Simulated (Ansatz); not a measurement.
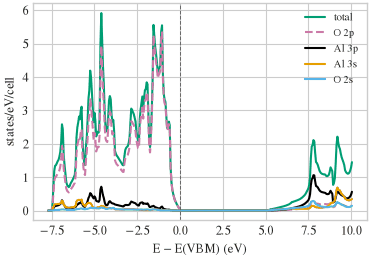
Total and projected density of states of Al₂O₃ in space group R3m (No. 160; Pearson symbol hR5), r²SCAN (plane waves, PAW; program Ansatz)

### Question
Which orbitals carry the states next to the gap?

### Answer
Top 1 eV of the valence band: O 2p 97 %. Bottom 1 eV of the conduction band: Al 3s 40 %, O 2s 34 %, Al 3p 16 %, O 2p 7 %. Projections are on Löwdin-orthogonalised atomic valence shells; empty p or d shells of many metals are not among them.

### Question
Where is the tallest occupied peak in this window, and what makes it?

### Answer
Near -4.6 eV, about 5.9 states/eV per cell; the largest projected share is O 2p.

The first step of the workflow began from a Materials Project structure, measured or hypothetical; the Crystallography Open Database copy checked does not list it. It is not the phase usual at ambient conditions (space group No. 167). The cell was relaxed with r²SCAN under the symmetry of its start; whether a distortion lowers the energy is not shown.

Potentials: the later of the program's two PAW sets.
